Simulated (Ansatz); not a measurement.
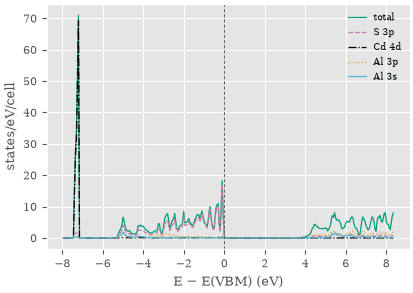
*Total and projected density of states of Al2CdS4 in space group I-4 (No. 82; Al on 2c, Al on 2b, Cd on 2a, S on 8g), r²SCAN in the plane-wave PAW code Ansatz*

Problem. Which orbitals carry the states next to the gap?

Solution. Top 1 eV of the valence band: S 3p 92 %. Bottom 1 eV of the conduction band: Cd 5s 34 %, Al 3p 19 %, S 3p 14 %, S 3s 13 %, Al 3s 6 %, outside the projected shells 14 %. Projections are on Löwdin-orthogonalised atomic valence shells; empty p or d shells of many metals are not among them.

Problem. Where is the tallest occupied peak in this window, and what makes it?

Solution. Near -7.2 eV, about 71 states/eV per cell; the largest projected share is Cd 4d.

The first step of the workflow began from a Materials Project structure, measured or hypothetical; the Crystallography Open Database files this formula in space group No. 82, but the cells were not matched. Whether it is the stable phase at ambient conditions was not checked. The r²SCAN relaxation kept the symmetry of its start; whether a distortion lowers the energy is not shown. Spin–orbit coupling is left out wherever it is not named.

Potentials: the later of the program's two PAW sets.
